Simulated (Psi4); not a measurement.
GeH2F: single-point calculation

- system: GeH2F, multiplicity 2, SMILES [F][GeH2]
- method: TPSSh/def2-SVP, UKS (Psi4 1.11)

The run did not end well. The geometry comes from this level: PBE0-D4/def2-TZVP.

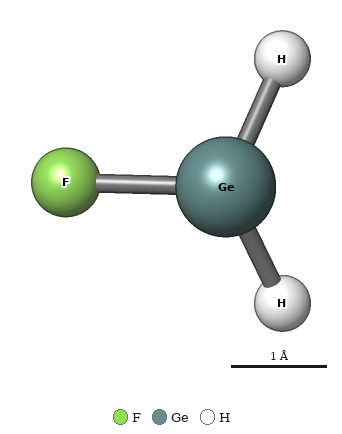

Fig. 1: The structure (ball-and-stick view, seen on its broad side). Sticks mark near contacts. Bond lengths as drawn: F–Ge 1.75 Å and Ge–H 1.55 Å.

**Input (calc.py)**
```python
import psi4

psi4.set_memory('1600 MB')
psi4.set_num_threads(1)
psi4.set_output_file('fgeh2.out', False)

mol = psi4.geometry("""
0 2
F      0.138200    -0.585400     1.442000
Ge     0.305700    -0.223200    -0.257100
H     -1.078800    -0.527800    -0.882000
H      0.690400     1.276000    -0.323100
units angstrom
symmetry c1
""")

psi4.set_options({
    'basis': 'def2-SVP',
    'reference': 'uks',
    'scf_type': 'df',
    'diis': False,
    'scf_initial_accelerator': 'none',
    'maxiter': 80,
})

energy_value, wavefunction = psi4.energy('tpssh', molecule=mol, return_wfn=True)
print(f'tpssh energy: {energy_value:.10f} Eh')
for k, v in sorted(psi4.core.scalar_variables().items()):
    print(f'{k:45s} {v:18.10f}')
```

Hardware: 1 thread of Intel Xeon @ 2.50GHz (Skylake/Cascade Lake), 16 GiB of memory available, shared host.

Run as:
```bash
python calc.py
```

**Output**
```
Psi4 1.11 release

   => Loading Basis Set <=

    Name: DEF2-SVP
    Role: ORBITAL
    Keyword: BASIS

         ---------------------------------------------------------
                                   SCF
                              UKS Reference
                        1 Threads,   1525 MiB Core
         ---------------------------------------------------------

  ==> Geometry <==

    Molecular point group: c1
    Full point group: C1

    Geometry (in Angstrom), charge = 0, multiplicity = 2:

       Center              X                  Y                   Z               Mass
    ------------   -----------------  -----------------  -----------------  -----------------
         F           -0.123366163137    -0.302398451271     1.366411279803    18.998403162730
         GE           0.044133836863     0.059801548729    -0.332688720197    73.921177761000
         H           -1.340366163137    -0.244798451271    -0.957588720197     1.007825032230
         H            0.428833836863     1.559001548729    -0.398688720197     1.007825032230

  Running in c1 symmetry.

  Rotational constants: A =      3.79379  B =      0.34899  C =      0.33310 [cm^-1]
  Rotational constants: A = 113734.90387  B =  10462.46471  C =   9985.93974 [MHz]
  Nuclear repulsion =  113.015982835607062

  Charge       = 0
  Multiplicity = 2
  Electrons    = 43
  Nalpha       = 22
  Nbeta        = 21

  ==> Algorithm <==

  SCF Algorithm Type is DF.
  DIIS disabled.
  MOM disabled.
  Fractional occupation disabled.
  Guess Type is SAD.
  Energy threshold   = 1.00e-06
  Density threshold  = 1.00e-06
  Integral threshold = 1.00e-12

  ==> Primary Basis <==

  Basis Set: DEF2-SVP
    Blend: DEF2-SVP
    Number of shells: 24
    Number of basis functions: 56
    Number of Cartesian functions: 60
    Spherical Harmonics?: true
    Max angular momentum: 2

  ==> DFT Potential <==

   => LibXC <=

    Version 7.1.2

   => Composite Functional: TPSSH <=

    TPSSh Hyb-GGA Exchange-Correlation Functional

    Deriv               =              1
    GGA                 =           TRUE
    Meta                =           TRUE

    Exchange Hybrid     =           TRUE
    MP2 Hybrid          =          FALSE

   => Exchange Functionals <=

    0.9000   Tao, Perdew, Staroverov & Scuseria

   => Exact (HF) Exchange <=

    0.1000               HF

   => Correlation Functionals <=

    1.0000   Tao, Perdew, Staroverov & Scuseria

   => LibXC Density Thresholds  <==

    XC_HYB_MGGA_XC_TPSSH:  1.00E-15

   => Molecular Quadrature <=

    Radial Scheme          =       TREUTLER
    Pruning Scheme         =           NONE
    Nuclear Scheme         =       TREUTLER

    Blocking Scheme        =         OCTREE
    BS radius alpha        =              1
    Pruning alpha          =              1
    Radial Points          =             75
    Spherical Points       =            302
    Total Points           =          87212
    Total Blocks           =            697
    Max Points             =            256
    Max Functions          =             56
    Weights Tolerance      =       1.00E-15

   => Loading Basis Set <=

    Name: (DEF2-SVP AUX)
    Role: JKFIT
    Keyword: DF_BASIS_SCF

  ==> Integral Setup <==

  DFHelper Memory: AOs need 0.011 GiB; user supplied 0.829 GiB.
  SCF_SUBTYPE=INCORE selected. In-core MEM_DF algorithm will be used.
  Using in-core AOs.

  ==> MemDFJK: Density-Fitted J/K Matrices <==

    J tasked:                   Yes
    K tasked:                   Yes
    wK tasked:                   No
    Memory [MiB]:               849
    Algorithm:                 Core
    Schwarz Cutoff:           1E-12
    Mask sparsity (%):       0.3189
    Fitting Condition:        1E-10

   => Auxiliary Basis Set <=

  Basis Set: (DEF2-SVP AUX)
    Blend: DEF2-UNIVERSAL-JKFIT
    Number of shells: 97
    Number of basis functions: 379
    Number of Cartesian functions: 504
    Spherical Harmonics?: true
    Max angular momentum: 5

  Cached 100.0% of DFT collocation blocks in 0.288 [GiB].

  Minimum eigenvalue in the overlap matrix is 2.8634242702E-02.
  Reciprocal condition number of the overlap matrix is 8.0689909247E-03.
    Using symmetric orthogonalization.

  ==> Pre-Iterations <==

  SCF Guess: Superposition of Atomic Densities via on-the-fly atomic UHF (no occupation information).

   -------------------------
    Irrep   Nso     Nmo
   -------------------------
     A         56      56
   -------------------------
    Total      56      56
   -------------------------

  ==> Iterations <==

                           Total Energy        Delta E     RMS |[F,P]|

   @DF-UKS iter SAD: -2174.28469732598114   -2.17428e+03   0.00000e+00
   @DF-UKS iter   1: -2176.35662290428991   -2.07193e+00   4.22962e-02
   @DF-UKS iter   2: -2173.74011866459477    2.61650e+00   8.83414e-02
   @DF-UKS iter   3: -2173.23247608311112    5.07643e-01   6.76394e-02
   @DF-UKS iter   4: -2118.33192713071367    5.49005e+01   1.79560e-01
   @DF-UKS iter   5: -2126.47970546581655   -8.14778e+00   1.05566e-01
   @DF-UKS iter   6: -1888.90764461620188    2.37572e+02   2.74161e-01
   @DF-UKS iter   7: -2118.61036297625697   -2.29703e+02   8.55278e-02
   @DF-UKS iter   8: -1883.65747029125555    2.34953e+02   2.67669e-01
   @DF-UKS iter   9: -2118.63900639650956   -2.34982e+02   8.56197e-02
[... 44 lines of further cycles ...]
   @DF-UKS iter  54: -1883.55155624844474    2.35092e+02   2.67434e-01
   @DF-UKS iter  55: -2118.64356452196216   -2.35092e+02   8.56345e-02
   @DF-UKS iter  56: -1883.55155624844542    2.35092e+02   2.67434e-01
   @DF-UKS iter  57: -2118.64356452196398   -2.35092e+02   8.56345e-02
   @DF-UKS iter  58: -1883.55155624844451    2.35092e+02   2.67434e-01
   @DF-UKS iter  59: -2118.64356452196262   -2.35092e+02   8.56345e-02
   @DF-UKS iter  60: -1883.55155624844451    2.35092e+02   2.67434e-01
   @DF-UKS iter  61: -2118.64356452196353   -2.35092e+02   8.56345e-02
   @DF-UKS iter  62: -1883.55155624844497    2.35092e+02   2.67434e-01
   @DF-UKS iter  63: -2118.64356452196398   -2.35092e+02   8.56345e-02
```

**What the run reported**

- outcome: stopped at the time limit
- wall time: 90 s
- peak memory: 0.52 GiB

**What went wrong**

The run was cut off by its time limit, so the output is incomplete.
